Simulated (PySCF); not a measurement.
Dissociation curve of BeF, doublet.

- UKS-PBE0 = unrestricted PBE0/cc-pVDZ in PySCF
- UKS-LDA (SVWN5) = unrestricted LDA (SVWN5)/cc-pVDZ (PySCF 2.14.0)
- UKS-PBE = unrestricted PBE/cc-pVDZ (PySCF)

Magnitude of the dipole moment (D; its direction can reverse along the curve, and a method can change to another solution) and Mulliken charge of the fragment that holds Be1:

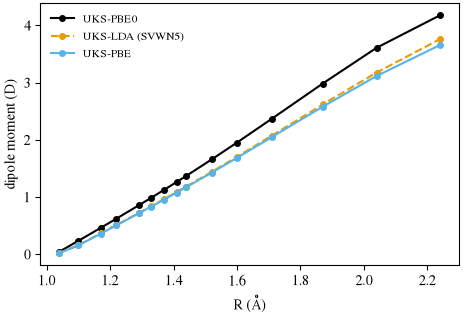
Fig. 1. Dipole moment against bond length.

```csv
R / Å,μ UKS-PBE0,q UKS-PBE0,μ UKS-LDA (SVWN5),q UKS-LDA (SVWN5),μ UKS-PBE,q UKS-PBE
1.04,0.04,0.04,0.02,-0.04,0.02,-0.01
1.10,0.23,0.09,0.16,0.01,0.15,0.03
1.17,0.46,0.13,0.36,0.05,0.36,0.08
1.22,0.62,0.16,0.51,0.07,0.50,0.10
1.29,0.85,0.20,0.72,0.11,0.71,0.14
1.33,0.99,0.22,0.84,0.13,0.83,0.16
1.37,1.12,0.24,0.96,0.15,0.95,0.18
1.41,1.26,0.26,1.09,0.17,1.08,0.19
1.44,1.37,0.27,1.18,0.18,1.17,0.21
1.52,1.66,0.30,1.44,0.22,1.42,0.24
1.60,1.95,0.33,1.70,0.25,1.68,0.27
1.71,2.37,0.37,2.07,0.29,2.05,0.30
1.87,2.98,0.41,2.62,0.33,2.58,0.34
2.04,3.61,0.43,3.17,0.35,3.11,0.36
2.24,4.18,0.43,3.76,0.37,3.66,0.37
```

The scan ran from 1.04 to 5.46 Å; beyond the distances shown one of the unrestricted levels run for this scan, shown here or not, changes its spin distribution in one step.
